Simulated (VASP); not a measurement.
Band structure of Si (relaxed from the simple-cubic structure, space group Pm-3m). Computed with r2SCAN meta-GGA, VASP's PBE PAW potentials (set 64) (plane waves; VASP).

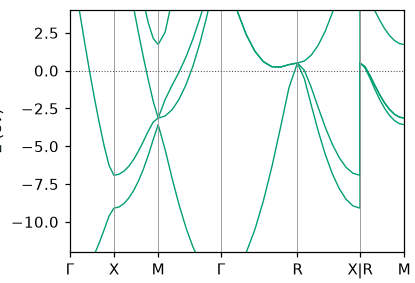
Bands along high-symmetry lines, zero at the valence-band maximum or, without a gap, the Fermi level

Q: Read the plot: is there a gap, and where are the band edges?

A: It has no gap at this level: it comes out as a metal or semimetal.

The structure was generated: Si was put into the simple-cubic type (Pm-3m), which need not be its known phase. It was relaxed first.
